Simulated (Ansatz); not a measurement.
# Convergence of a linear-scaling basis for twisted Ti2CO2 MXene bilayer, 21.79° (70 atoms), part 2 of 3

Aim: test how closely localised support functions follow the reference on twisted Ti2CO2 MXene bilayer, 21.79° (70 atoms), and at what cost. A setting counts as converged where the r.m.s. difference of forces stays under 1 % of the r.m.s. force.

Ansatz 0.2.0; Kohn-Sham DFT, PBE+D4, PAW (set soft_2), plane waves.

The cell: 14 C, 28 Ti and 28 O. Beside vacuum, support functions can miss their usual error bounds without a warning. The main run has no spin polarisation.

So far. Step 3 (Support functions medium): Forces differ from the reference by 0.9 meV/Å r.m.s., 0.50 % of their size, within a tolerance of 1 %; the energy by -4.4 meV/atom. It took 5.4 min and 21 cycles; the reference's time can't be set against it, since the two runs asked for unlike analyses. The two runs also began from different starting densities, which bears on cycles and time.

**5. Support functions medium, spacing 0.33 Å**

The grid spacing sets how fine a wave the support functions can hold. Besides, the program derives a nominal cutoff of 464 eV for this run, against the reference's 420.

This step: Kohn-Sham DFT, PBE+D4, PAW (set soft_2), localised support functions (medium) (Ansatz 0.2.0).

input.yaml

```yaml
crystal:
  lattice:
    - [8.0166, 0.0, 0.0]
    - [-4.0083, 6.94258, 0.0]
    - [0.0, 0.0, 23.63]
  atoms:
    [... the 70 atom lines of step 2 ...]
kpoints:
  mp_grid: { grid: [3, 3, 1] }
hamiltonian:
  xc: pbe
  dispersion: d4
scf:
  occupations: { method: gaussian, width: 0.05 }
  eigensolver: { kind: { support_functions: { accuracy: medium, spacing: 0.33 } } }
  mixing: { beta: 0.2 }
  max_iter: 150
output:
  forces: true
```

Run with:

```bash
$ ansatz run input.yaml --threads 4 --pin off --max-ram 8192MiB --backend cpu --events-out ev --progress --plain --runs-dir out
```

Numbers of over 12 decimals in the logs are rounded to 6 here.

The program printed:

```text
Warning: scf.eigensolver.kind.support_functions: disabling space-group detection — the functions' gradient is summed over unrotated k-points, so no spatial operation reduces the k-mesh or symmetrises the density; time reversal is kept, so that k and −k are solved as one point where they differ and the mesh holds both, and exact exchange and, on two spinor components, a DFT+U term hold to it where the run has them: [...]
Warning: basis.ecutwfc = 464 eV, auto-derived: no grid that the accuracy of the support functions lays serves the files at the lower one that their records recommend; a deck with other species or settings can derive another value
settings of this run that can trade accuracy for cost: scf.eigensolver.kind.support_functions [...]
Engine: ansatz 0.2.0, x86_64-unknown-linux-gnu
Pseudopotentials: kind: paw
Pseudopotential: C, paw, valence charge 4, recommended cutoff 420 eV (normal), C.paw.azcp
Pseudopotential: Ti, paw, valence charge 12, recommended cutoff 420 eV (normal), Ti.paw.azcp
Pseudopotential: O, paw, valence charge 6, recommended cutoff 420 eV (normal), O.paw.azcp
[... 5 lines on functional and potentials left out ...]
Crystal: 70 atoms, lattice volume = 1315.149 Å³
Basis set: ecut = 464 eV, 29753 PW (Γ), exchange–correlation on 120×120×360 points (8 copies of the dense FFT grid, shifted against one another)
Bands: 336, of which v1, the nominal top of the filled ones, is band 280 counted from 1 (279 counted from 0)
Symmetry: 1 space group operations
k-points: 5 of 9 (time reversal used)
[... 7 lines on functional and potentials left out ...]
Initial density: superposition of atomic densities (neutral atoms: chi_scale 0, normalization atom)
Initial wavefunctions: pseudopotential atomic-orbital guess
Functional: x = pbe(κ = 0.804, μ = 0.219515), c = pbe(β = 0.066725)
SCF iter   1: F=—  HF=-89553.841745 eV  |F-HF|=—  |Δ(HF+E_count)|=         —  Δρ=1.61e-1  dr2=4.23e2  ethr=1.00e-1
preconditioner: auto → Resta (q_TF=auto, 2.366 Å⁻¹)  ε∞=12.6  [insulator: Δε(μ)=2.867 eV  Ē_g=11.019 eV  σ=0.050 eV  W_gap=1.00  n_scr=262 (ndim 8)  ℏωp=18.8 eV  f_vac=0.393  D(μ)=0.00/eV (n_scr^D=0)  ε∞_Penn≈3.9  vacuum switching on, ρ_ref=2.2e-3 e/Å³]
SCF iter   2: F=—  HF=-89507.581287 eV  |F-HF|=—  |Δ(HF+E_count)|=    4.63e1  Δρ=9.33e-2  dr2=1.53e2  ethr=7.56e-2
SCF iter   3: F=—  HF=-89486.921511 eV  |F-HF|=—  |Δ(HF+E_count)|=    2.07e1  Δρ=5.22e-2  dr2=5.40e1  ethr=2.74e-2  κ⁻¹=1.0e0(r=1)
SCF iter   4: F=—  HF=-89479.212399 eV  |F-HF|=—  |Δ(HF+E_count)|=    7.71e0  Δρ=2.71e-2  dr2=1.48e1  ethr=9.65e-3  κ⁻¹=1.2e-3(r=2)
SCF iter   5: F=—  HF=-89478.527223 eV  |F-HF|=—  |Δ(HF+E_count)|=   6.85e-1  Δρ=1.73e-2  dr2=7.57e0  ethr=2.65e-3  κ⁻¹=5.5e-4(r=3)
SCF iter   6: F=—  HF=-89477.621749 eV  |F-HF|=—  |Δ(HF+E_count)|=   9.05e-1  Δρ=1.27e-2  dr2=4.07e0  ethr=1.35e-3  κ⁻¹=1.9e-4(r=4)
SCF iter   7: F=—  HF=-89476.977313 eV  |F-HF|=—  |Δ(HF+E_count)|=   6.44e-1  Δρ=6.47e-3  dr2=8.07e-1  ethr=7.26e-4  κ⁻¹=2.8e-5(r=5)
SCF iter   8: F=—  HF=-89476.990113 eV  |F-HF|=—  |Δ(HF+E_count)|=   1.28e-2  Δρ=6.22e-3  dr2=6.62e-1  ethr=1.44e-4  κ⁻¹=2.1e-5(r=6)
SCF iter   9: F=—  HF=-89477.183899 eV  |F-HF|=—  |Δ(HF+E_count)|=   1.94e-1  Δρ=3.07e-3  dr2=1.89e-1  ethr=1.18e-4  κ⁻¹=7.2e-7(r=7)
SCF iter  10: F=—  HF=-89477.165533 eV  |F-HF|=—  |Δ(HF+E_count)|=   1.84e-2  Δρ=2.25e-3  dr2=5.87e-2  ethr=3.38e-5  κ⁻¹=2.7e-6(r=7)
```

Elapsed: 1.8 min, on 4 threads of Intel Xeon Platinum 8375C at 2.90GHz (Ice Lake), shared host; peak memory 2.7 GiB.

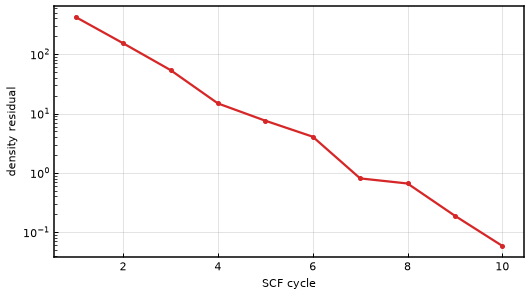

Residual by cycle in this run.

The run was cut off at its time limit.

After 10 cycles the residual stands at 0.059.

The session had allowed this step about 1.8 min.

**6. Support functions medium, spacing 0.275 Å**

The grid spacing sets how fine a wave the support functions can hold. Besides, the program derives a nominal cutoff of 464 eV for this run, against the reference's 420.

input.yaml, the sections that differ from step 5:

```yaml
scf:
  occupations: { method: gaussian, width: 0.05 }
  eigensolver: { kind: { support_functions: { accuracy: medium, spacing: 0.275 } } }
  mixing: { beta: 0.2 }
  max_iter: 150
# crystal, kpoints, hamiltonian, output: as in step 5
```

The program printed:

```text
Warning: scf.eigensolver.kind.support_functions: disabling space-group detection — the functions' gradient is summed over unrotated k-points, so no spatial operation reduces the k-mesh or symmetrises the density; time reversal is kept, so that k and −k are solved as one point where they differ and the mesh holds both, and exact exchange and, on two spinor components, a DFT+U term hold to it where the run has them: [...]
Warning: basis.ecutwfc = 464 eV, auto-derived: no grid that the accuracy of the support functions lays serves the files at the lower one that their records recommend; a deck with other species or settings can derive another value
settings of this run that can trade accuracy for cost: scf.eigensolver.kind.support_functions [...]
Engine: ansatz 0.2.0, x86_64-unknown-linux-gnu
Pseudopotentials: kind: paw
Pseudopotential: C, paw, valence charge 4, recommended cutoff 420 eV (normal), C.paw.azcp
Pseudopotential: Ti, paw, valence charge 12, recommended cutoff 420 eV (normal), Ti.paw.azcp
Pseudopotential: O, paw, valence charge 6, recommended cutoff 420 eV (normal), O.paw.azcp
[... 5 lines on functional and potentials left out ...]
Crystal: 70 atoms, lattice volume = 1315.149 Å³
Basis set: ecut = 464 eV, 29753 PW (Γ), exchange–correlation on 120×120×360 points (8 copies of the dense FFT grid, shifted against one another)
Bands: 336, of which v1, the nominal top of the filled ones, is band 280 counted from 1 (279 counted from 0)
Symmetry: 1 space group operations
k-points: 5 of 9 (time reversal used)
[... 7 lines on functional and potentials left out ...]
Initial density: superposition of atomic densities (neutral atoms: chi_scale 0, normalization atom)
Initial wavefunctions: pseudopotential atomic-orbital guess
Functional: x = pbe(κ = 0.804, μ = 0.219515), c = pbe(β = 0.066725)
SCF iter   1: F=—  HF=-89558.698405 eV  |F-HF|=—  |Δ(HF+E_count)|=         —  Δρ=1.65e-1  dr2=4.34e2  ethr=1.00e-1
preconditioner: auto → Resta (q_TF=auto, 2.366 Å⁻¹)  ε∞=12.6  [insulator: Δε(μ)=2.844 eV  Ē_g=11.023 eV  σ=0.050 eV  W_gap=1.00  n_scr=262 (ndim 8)  ℏωp=18.8 eV  f_vac=0.393  D(μ)=0.00/eV (n_scr^D=0)  ε∞_Penn≈3.9  vacuum switching on, ρ_ref=2.2e-3 e/Å³]
SCF iter   2: F=—  HF=-89509.773446 eV  |F-HF|=—  |Δ(HF+E_count)|=    4.89e1  Δρ=9.18e-2  dr2=1.51e2  ethr=7.74e-2
SCF iter   3: F=—  HF=-89489.432095 eV  |F-HF|=—  |Δ(HF+E_count)|=    2.03e1  Δρ=5.13e-2  dr2=5.35e1  ethr=2.69e-2  κ⁻¹=1.0e0(r=1)
SCF iter   4: F=—  HF=-89481.687874 eV  |F-HF|=—  |Δ(HF+E_count)|=    7.74e0  Δρ=2.63e-2  dr2=1.45e1  ethr=9.55e-3  κ⁻¹=1.5e-3(r=2)
SCF iter   5: F=—  HF=-89480.840000 eV  |F-HF|=—  |Δ(HF+E_count)|=   8.48e-1  Δρ=1.66e-2  dr2=7.24e0  ethr=2.58e-3  κ⁻¹=6.1e-4(r=3)
SCF iter   6: F=—  HF=-89479.905448 eV  |F-HF|=—  |Δ(HF+E_count)|=   9.35e-1  Δρ=1.11e-2  dr2=3.33e0  ethr=1.29e-3  κ⁻¹=2.0e-4(r=4)
SCF iter   7: F=—  HF=-89479.385406 eV  |F-HF|=—  |Δ(HF+E_count)|=   5.20e-1  Δρ=6.42e-3  dr2=7.19e-1  ethr=5.94e-4  κ⁻¹=2.6e-5(r=5)
SCF iter   8: F=—  HF=-89479.394594 eV  |F-HF|=—  |Δ(HF+E_count)|=   9.19e-3  Δρ=5.89e-3  dr2=5.78e-1  ethr=1.28e-4  κ⁻¹=2.3e-5(r=6)
SCF iter   9: F=—  HF=-89479.559447 eV  |F-HF|=—  |Δ(HF+E_count)|=   1.65e-1  Δρ=2.56e-3  dr2=1.22e-1  ethr=1.03e-4  κ⁻¹=7.3e-7(r=7)
SCF iter  10: F=—  HF=-89479.555621 eV  |F-HF|=—  |Δ(HF+E_count)|=   3.83e-3  Δρ=2.23e-3  dr2=5.84e-2  ethr=2.17e-5  κ⁻¹=2.5e-6(r=7)
[...]
SCF iter  16: F=—  HF=-89479.567400 eV  |F-HF|=—  |Δ(HF+E_count)|=   1.01e-3  Δρ=1.37e-4  dr2=2.40e-4  ethr=7.77e-8  κ⁻¹=2.8e-5(r=7)
SCF iter  17: F=—  HF=-89479.568293 eV  |F-HF|=—  |Δ(HF+E_count)|=   8.92e-4  Δρ=6.67e-5  dr2=8.97e-5  ethr=4.28e-8  κ⁻¹=3.2e-5(r=7)
SCF iter  18: F=—  HF=-89479.569021 eV  |F-HF|=—  |Δ(HF+E_count)|=   7.28e-4  Δρ=6.10e-5  dr2=5.11e-5  ethr=1.60e-8  κ⁻¹=1.2e-5(r=7)
SCF iter  19: F=—  HF=-89479.569618 eV  |F-HF|=—  |Δ(HF+E_count)|=   5.97e-4  Δρ=2.86e-5  dr2=1.50e-5  ethr=9.13e-9  κ⁻¹=1.3e-5(r=7)
```

It took 2.9 min on 4 threads; peak memory 2.8 GiB.

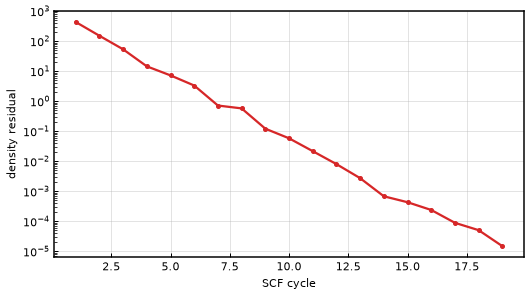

Residual by cycle in this run.

The run was cut off at its time limit.

After 19 cycles the residual stands at 1.5e-5.

The session had allowed this step about 2.9 min.

**7. Support functions medium, spacing 0.238 Å**

The grid spacing sets how fine a wave the support functions can hold. Besides, the program derives a nominal cutoff of 464 eV for this run, against the reference's 420.

input.yaml, the sections that differ from step 6:

```yaml
scf:
  occupations: { method: gaussian, width: 0.05 }
  eigensolver: { kind: { support_functions: { accuracy: medium, spacing: 0.238 } } }
  mixing: { beta: 0.2 }
  max_iter: 150
# crystal, kpoints, hamiltonian, output: as in step 6
```

The program printed:

```text
[...]
Crystal: 70 atoms, lattice volume = 1315.149 Å³
Basis set: ecut = 464 eV, 29753 PW (Γ), exchange–correlation on 120×120×360 points (8 copies of the dense FFT grid, shifted against one another)
Bands: 336, of which v1, the nominal top of the filled ones, is band 280 counted from 1 (279 counted from 0)
Symmetry: 1 space group operations
k-points: 5 of 9 (time reversal used)
[...]
SCF iter   1: F=—  HF=-89560.053799 eV  |F-HF|=—  |Δ(HF+E_count)|=         —  Δρ=1.65e-1  dr2=4.34e2  ethr=1.00e-1
[...]
SCF iter  21: F=-89479.150105 eV  HF=-89479.150105 eV  |F-HF|=3.82e-7  |Δ(HF+E_count)|=   4.82e-7  Δρ=6.79e-6  dr2=7.54e-7  ethr=2.94e-10
SCF 1 converged in 21 iterations: F = -89479.162910 eV  dr2 = 7.54e-7
[...]
SCF converged after 21 iterations
[...]
Free energy (F): -89479.162910 eV
[...]
Internal energy: -89479.162910 eV  (E = F + TS)
E sigma→0 (E₀):  -89479.162910 eV
Entropy (-TS):   -0.000000 eV (-0.000 meV/atom)
Fermi energy:    4.451620 eV
[...]
--- Forces (eV/Å), atoms counted from 1 ---
  atom   1  C      0.16232829     0.31259143    -0.05914549
  atom   2  Ti    -0.13634860     0.11747779     0.07194054
  atom   3  Ti    -0.00275114    -0.53770532     0.14416397
  atom   4  O     -0.12563160    -0.01561561    -0.43159816
  atom   5  O     -0.06693412    -0.01539887    -0.13725058
  atom   6  C      0.14555377    -0.09218686     0.21375918
  atom   7  Ti     0.13277642    -0.06786377    -0.15036328
  atom   8  Ti    -0.25159212     0.08590380     0.26323731
  atom   9  O     -0.00446650    -0.20128323    -0.18835420
  atom  10  O      0.12268272     0.13260101     0.00970659
  atom  11  C      0.04031010     0.22487393     0.05748677
  atom  12  Ti     0.15945869    -0.23605999    -0.07938019
  atom  13  Ti     0.11900571     0.04489781     0.18678702
  atom  14  O      0.08100461     0.01440657    -0.21429798
[...]
atom  69  O      0.05785791    -0.09237840     0.08167316
  atom  70  O      0.01480875    -0.21626138     0.06709847
  max |Σ_I F_I| component: 1.62e-3 eV/Å
--- Band table (eV; the first three rows and the last of 5) ---
[...]
```

Run time: 3.5 min. Hardware: 4 threads; peak memory 3.4 GiB; 13 min of CPU time.

The program notes that the grid leaves an egg-box force.

Forces differ from the reference by 1.2 meV/Å r.m.s., 0.67 % of their size, within a tolerance of 1 %; the energy by -5.7 meV/atom. The two runs also began from different starting densities, which bears on cycles and time. The setting is coarser than the default on purpose.

**8. Support functions medium, spacing 0.211 Å**

The grid spacing sets how fine a wave the support functions can hold. Besides, the program derives a nominal cutoff of 464 eV for this run, against the reference's 420.

input.yaml, the sections that differ from step 7:

```yaml
scf:
  occupations: { method: gaussian, width: 0.05 }
  eigensolver: { kind: { support_functions: { accuracy: medium, spacing: 0.211 } } }
  mixing: { beta: 0.2 }
  max_iter: 150
# crystal, kpoints, hamiltonian, output: as in step 7
```

The program printed:

```text
[...]
Crystal: 70 atoms, lattice volume = 1315.149 Å³
Basis set: ecut = 464 eV, 29753 PW (Γ), exchange–correlation on 120×120×360 points (8 copies of the dense FFT grid, shifted against one another)
Bands: 336, of which v1, the nominal top of the filled ones, is band 280 counted from 1 (279 counted from 0)
Symmetry: 1 space group operations
k-points: 5 of 9 (time reversal used)
[...]
SCF iter   1: F=—  HF=-89560.498885 eV  |F-HF|=—  |Δ(HF+E_count)|=         —  Δρ=1.65e-1  dr2=4.34e2  ethr=1.00e-1
[...]
SCF iter  20: F=—  HF=-89479.067098 eV  |F-HF|=—  |Δ(HF+E_count)|=   5.18e-4  Δρ=1.38e-5  dr2=3.97e-6  ethr=1.57e-9  κ⁻¹=1.2e-4(r=7)
SCF iter  21: F=-89479.067096 eV  HF=-89479.067096 eV  |F-HF|=1.40e-7  |Δ(HF+E_count)|=   2.44e-6  Δρ=6.40e-6  dr2=4.89e-7  ethr=7.09e-10
SCF 1 converged in 21 iterations: F = -89479.078400 eV  dr2 = 4.89e-7
[...]
SCF converged after 21 iterations
[...]
Free energy (F): -89479.078400 eV
[...]
Internal energy: -89479.078400 eV  (E = F + TS)
E sigma→0 (E₀):  -89479.078400 eV
Entropy (-TS):   -0.000000 eV (-0.000 meV/atom)
Fermi energy:    4.451571 eV
[...]
Σ components = -89479.078400   (vs F -89479.078400, Δ=0.00e0)
--- Forces (eV/Å), atoms counted from 1 ---
  atom   1  C      0.16220404     0.31281375    -0.05904065
  atom   2  Ti    -0.13645823     0.11770697     0.07232285
  atom   3  Ti    -0.00301429    -0.53742950     0.14374552
  atom   4  O     -0.12514136    -0.01544650    -0.43215780
[...]
atom  70  O      0.01509008    -0.21666824     0.06816794
  max |Σ_I F_I| component: 1.16e-3 eV/Å
--- Band table (eV; the first three rows and the last of 5) ---
[...]
```

It took 5.1 min on 4 threads; peak memory 4.7 GiB; 19 min of CPU time.

Keys that differ from the reference: support_functions.accuracy = "medium", support_functions.spacing = 0.211, scf.max_iter = 150 and scf.mixing.beta = 0.2.

Forces differ from the reference by 0.93 meV/Å r.m.s., 0.52 % of their size, within a tolerance of 1 %; the energy by -4.5 meV/atom. It took 5.1 min and 21 cycles; the reference's time can't be set against it, since the two runs asked for unlike analyses. The two runs also began from different starting densities, which bears on cycles and time.

**9. Support functions medium, spacing 0.165 Å**

The grid spacing sets how fine a wave the support functions can hold. Besides, the program derives a nominal cutoff of 464 eV for this run, against the reference's 420.

input.yaml, the sections that differ from step 8:

```yaml
scf:
  occupations: { method: gaussian, width: 0.05 }
  eigensolver: { kind: { support_functions: { accuracy: medium, spacing: 0.165 } } }
  mixing: { beta: 0.2 }
  max_iter: 150
# crystal, kpoints, hamiltonian, output: as in step 8
```

The program printed:

```text
[...]
Crystal: 70 atoms, lattice volume = 1315.149 Å³
Basis set: ecut = 464 eV, 29753 PW (Γ), exchange–correlation on 144×144×360 points (8 copies of the dense FFT grid, shifted against one another)
Bands: 336, of which v1, the nominal top of the filled ones, is band 280 counted from 1 (279 counted from 0)
Symmetry: 1 space group operations
k-points: 5 of 9 (time reversal used)
[...]
SCF iter   1: F=—  HF=-89560.584107 eV  |F-HF|=—  |Δ(HF+E_count)|=         —  Δρ=1.65e-1  dr2=4.34e2  ethr=1.00e-1
[...]
SCF iter  21: F=—  HF=-89479.059726 eV  |F-HF|=—  |Δ(HF+E_count)|=   1.91e-6  Δρ=1.81e-5  dr2=3.11e-6  ethr=9.93e-10  κ⁻¹=3.8e-5(r=7)
SCF iter  22: F=-89479.059726 eV  HF=-89479.059726 eV  |F-HF|=7.68e-7  |Δ(HF+E_count)|=   2.93e-7  Δρ=9.54e-6  dr2=1.29e-6  ethr=5.55e-10
SCF 1 converged in 22 iterations: F = -89479.071441 eV  dr2 = 1.29e-6
[...]
SCF converged after 22 iterations
[...]
Free energy (F): -89479.071441 eV
[...]
Internal energy: -89479.071441 eV  (E = F + TS)
E sigma→0 (E₀):  -89479.071441 eV
Entropy (-TS):   -0.000000 eV (-0.000 meV/atom)
Fermi energy:    4.451147 eV
[...]
Σ components = -89479.071441   (vs F -89479.071441, Δ=0.00e0)
--- Forces (eV/Å), atoms counted from 1 ---
  atom   1  C      0.16234889     0.31265675    -0.05888948
  atom   2  Ti    -0.13627200     0.11704891     0.07300579
  atom   3  Ti    -0.00273850    -0.53745641     0.14302129
  atom   4  O     -0.12534176    -0.01521956    -0.43242577
[...]
atom  70  O      0.01485785    -0.21664860     0.06832476
  max |Σ_I F_I| component: 1.33e-3 eV/Å
--- Band table (eV; the first three rows and the last of 5) ---
[...]
```

Wall time 5.8 min (4 threads); peak memory 5.4 GiB; 22 min of CPU time.

Keys that differ from the reference: support_functions.accuracy = "medium", support_functions.spacing = 0.165, scf.max_iter = 150 and scf.mixing.beta = 0.2.

Forces differ from the reference by 0.80 meV/Å r.m.s., 0.44 % of their size, within a tolerance of 1 %; the energy by -4.4 meV/atom. It took 5.8 min and 22 cycles; the reference's time can't be set against it, since the two runs asked for unlike analyses. The two runs also began from different starting densities, which bears on cycles and time.

Runs without a result: support functions medium, spacing 0.33 Å (cut at the time limit); support functions medium, spacing 0.275 Å (cut at the time limit).

**10. The ladder side by side**

Each row is set against the plane-wave reference (Kohn-Sham DFT, PBE+D4, PAW (set soft_2), plane waves; r.m.s. force component 0.179 eV/Å). Energies are set beside the reference only for runs with its functional, potentials and electron count. Times are for 4 threads of Intel Xeon Platinum 8375C at 2.90GHz (Ice Lake), shared host. The reference's time includes the DOS, ELF and grids, which some other runs skip.

| run | Δ force, r.m.s. (meV/Å) | share of r.m.s. force (%) | Δ energy (meV/atom) | Δ gap (eV) | cycles | time | host memory (GiB) |
| --- | --- | --- | --- | --- | --- | --- | --- |
| reference | - | - | - | - | 13 | 3.1 min | 5.1 |
| support functions medium | 0.9 | 0.503 | -4.36 | 3.0e-4 | 21 | 5.4 min | 4.7 |
| support functions low | 0.85 | 0.475 | -4.36 | 4.0e-4 | 19 | 4.3 min | 4.6 |
| support functions medium, spacing 0.238 Å | 1.20 | 0.670 | -5.71 | 4.0e-4 | 21 | 3.5 min | 3.4 |
| support functions medium, spacing 0.211 Å | 0.929 | 0.519 | -4.50 | 0 | 21 | 5.1 min | 4.7 |
| support functions medium, spacing 0.165 Å | 0.795 | 0.444 | -4.41 | 1.0e-4 | 22 | 5.8 min | 5.4 |

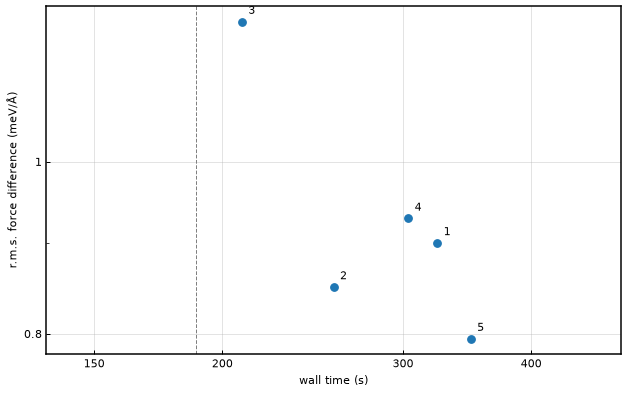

Force difference from the reference against wall time; the dashed line marks the reference's time. Points: 1 support functions medium; 2 support functions low; 3 support functions medium, spacing 0.238 Å; 4 support functions medium, spacing 0.211 Å; 5 support functions medium, spacing 0.165 Å.

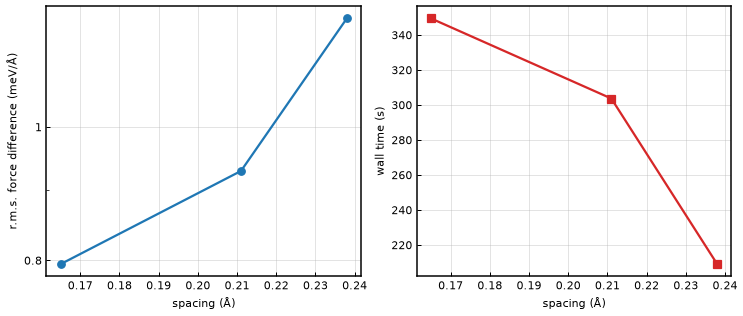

Force difference and time against the spacing.

(Part 2 of 3 ends here.)

[Logs are printed without paths, hosts, clocks, repeated set-up lines and the standing remarks that a program may print on its own settings, such as how far it seeks lower states.]

[Hosts, paths, dates, database ids (printed as entryN), source tags and the programs' standing remarks are cut or masked in the printed files.]
